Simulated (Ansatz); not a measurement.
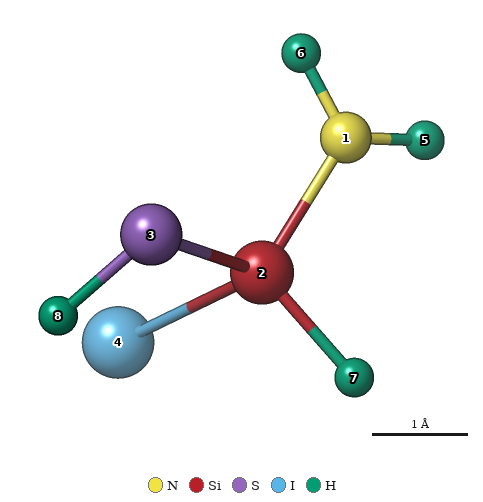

**Figure 1.** The structure (ball-and-stick view, seen at a tilt; atoms are numbered from 1 in the order of the input).

## Frequency calculation of SiNH4SI

The run: frequency calculation of SiNH4SI, SMILES N[SiH](S)I. Method and program: RKS PBE0-D4/def2-TZVP (Ansatz 0.2.0).

The geometry comes from this level: PBE0-D4/def2-TZVP. Figures and captions count atoms from 1; the log counts them from 0 in places.

**Output**
```
Functional definition: PBE0
  name "PBE0"
  cite "Adamo & Barone, J. Chem. Phys. 110, 6158 (1999) doi:10.1063/1.478522"
  cite "Perdew, Burke & Ernzerhof, Phys. Rev. Lett. 77, 3865 (1996) doi:10.1103/PhysRevLett.77.3865"
  parent pbe
  parameter a = 0.25
  parameter kappa = 0.804
  parameter beta = 0.06672455060314922
  exchange = (1 - a)*pbe_x(kappa = kappa, mu = beta*pi^2/3) + a*exact_x
  correlation = pbe_c(beta = beta)
1288 factors; their error is unknown
mean field evaluation 1: about -28358.4881 eV, gradient 5.8e1 eV
mean field evaluation 2: about -28347.2817 eV, gradient 8.6e1 eV
mean field evaluation 4: about -28364.6617 eV, gradient 3.8e0 eV
mean field evaluation 8: about -28365.0212 eV, gradient 7.4e-1 eV
mean field evaluation 16: about -28365.0216 eV, gradient 5.7e-5 eV
mean field -28365.02157126 eV, -1042.3953162417 hartree, gradient 5.7e-5 eV, S^2 0.000000; 0 other end points of the search recorded, 0 dependent functions left out
the calculation of the forces begins
reference -28365.02159988 eV, -1042.3953172935 hartree; 33, 33 occupied and 146, 146 virtual orbitals, 1288 factors
these checks for a lower state are left out or cut short: stability, starts, cluster_reference, orbital_swaps, neighbouring_geometries, increment
1288 factors; their error is unknown
mean field -28365.02141863 eV, -1042.3953106324 hartree, gradient 2.2e-6 eV, S^2 0.000000; 0 other end points of the search recorded, 0 dependent functions left out
[... from here on the field's lines of each further geometry are left out, up to the last ...]
the calculation of the forces begins
reference -28365.02157737 eV, -1042.3953164661 hartree; 33, 33 occupied and 146, 146 virtual orbitals, 1288 factors
these checks for a lower state are left out or cut short: stability, starts, cluster_reference, orbital_swaps, neighbouring_geometries, increment
1288 factors; their error is unknown
mean field evaluation 352: about -28365.0215 eV, gradient 2.1e-6 eV
mean field -28365.02153025 eV, -1042.3953147344 hartree, gradient 2.2e-6 eV, S^2 0.000000; 0 other end points of the search recorded, 0 dependent functions left out
the calculation of the forces begins
reference -28365.02155887 eV, -1042.3953157862 hartree; 33, 33 occupied and 146, 146 virtual orbitals, 1288 factors
Total energy: -28365.23576679 eV, -1042.4031877824 hartree
Atom 0 at    -0.148319     1.387771     0.341362 Å, force    -0.001018    -0.000552     0.000098 eV/Å
Atom 1 at     0.352080    -0.137653    -0.209784 Å, force     0.001858     0.000205    -0.000870 eV/Å
Atom 2 at    -0.010207    -1.468388     1.405769 Å, force    -0.000131    -0.000232     0.000267 eV/Å
Atom 3 at    -0.799516    -1.013065    -2.210814 Å, force    -0.000322     0.000085    -0.000205 eV/Å
Atom 4 at     0.187543     2.222844    -0.111607 Å, force    -0.000422     0.000162     0.000291 eV/Å
Atom 5 at    -1.070582     1.513956     0.727454 Å, force     0.000058     0.000853     0.000117 eV/Å
Atom 6 at     1.767787    -0.020572    -0.617769 Å, force     0.000067    -0.000550     0.000034 eV/Å
Atom 7 at    -0.186687    -2.542194     0.619689 Å, force    -0.000090     0.000030     0.000268 eV/Å
Dipole moment:    -0.027519     0.314130     0.058544 e Å
Vibrations: 128.36 172.43 205.00 225.16 313.63 338.18 435.44 529.10 705.44 743.88 805.49 896.87 912.61 1575.63 2257.18 2722.08 3598.60 3696.72 cm⁻¹, zero-point energy 1.256071 eV
```

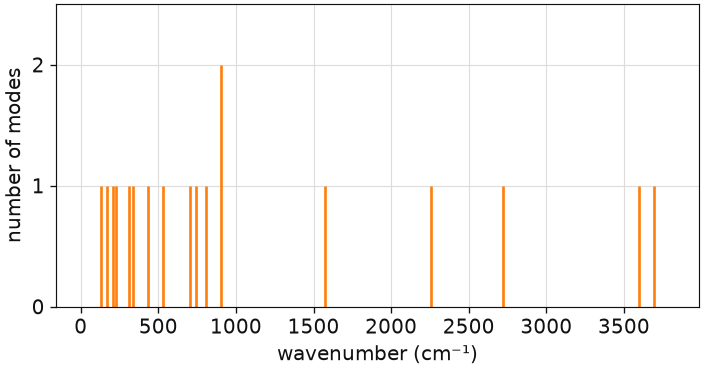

**Figure 2.** Harmonic vibrational wavenumbers from the force constants; neighbouring modes closer than 16 cm⁻¹ are counted in one stick. 18 modes from 128 to 3697 cm⁻¹, none imaginary.

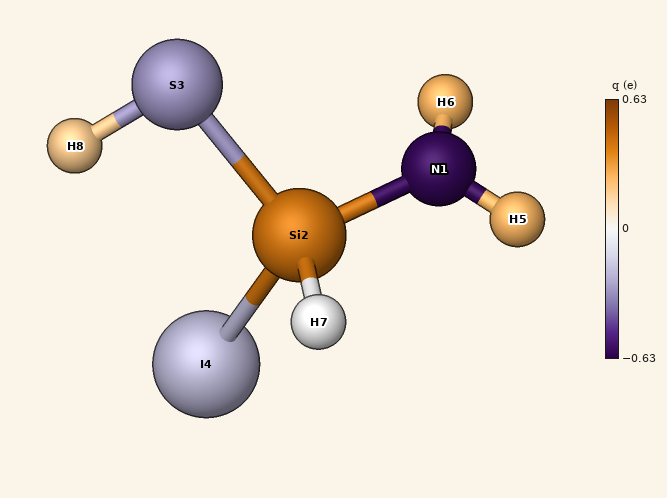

**Figure 3.** Mulliken charges, as the colour of each atom (ball-and-stick view, seen at a tilt; atoms are numbered from 1 in the order of the input; Mulliken charges depend strongly on the basis). By element: N −0.60, Si +0.42, S −0.30, I −0.21 and H 0.00 to +0.25 e.

This output came from the following input.

**Input**
```yaml
crystal:
  periodic: [false, false, false]
  atoms:
    - {symbol: N, position_ang: [-0.148319, 1.387771, 0.341362]}
    - {symbol: Si, position_ang: [0.352080, -0.137653, -0.209784]}
    - {symbol: S, position_ang: [-0.010207, -1.468388, 1.405769]}
    - {symbol: I, position_ang: [-0.799516, -1.013065, -2.210814]}
    - {symbol: H, position_ang: [0.187543, 2.222844, -0.111607]}
    - {symbol: H, position_ang: [-1.070582, 1.513956, 0.727454]}
    - {symbol: H, position_ang: [1.767787, -0.020572, -0.617769]}
    - {symbol: H, position_ang: [-0.186687, -2.542194, 0.619689]}
basis:
  gaussian: {orbitals: def2-TZVP}
hamiltonian: {xc: pbe0, dispersion: d4}
phonons: {temperatures: {t_min: 298.15, t_max: 900, t_step: 200}}
```

Command:
```bash
ansatz run in.yaml --threads 4 --pin off --events-out ev --progress --plain --max-ram 10444MiB
```

**Results in brief**

- outcome: converged
- total energy: −28365.2358 eV
- mean-field energy: −28365.0216 eV
- dispersion energy: −0.2142 eV
- largest force (length of the vector): 0.002 eV/Å
- dipole moment: 1.54 D
- hardware: 4 threads of Arm Neoverse V1, 23 GiB of memory available, shared host
- wall time: 1.9 min (CPU time 7.1 min)
- peak memory: 0.48 GiB
